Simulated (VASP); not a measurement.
Band structure of NbP (relaxed from the WC structure, space group P-6m2). Calculation: r2SCAN meta-GGA, VASP's PBE PAW potentials (set 64) (plane waves; VASP).

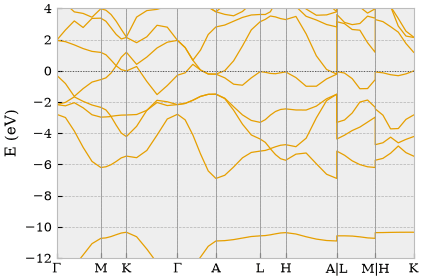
Fig. 1. Bands along high-symmetry lines, zero at the valence-band maximum or, without a gap, the Fermi level

### Question
Read the plot: is there a gap, and where are the band edges?

### Answer
It has no gap at this level: it comes out as a metal or semimetal.

The structure was generated: NbP was put into the WC type (P-6m2), which need not be its known phase. It was relaxed first.
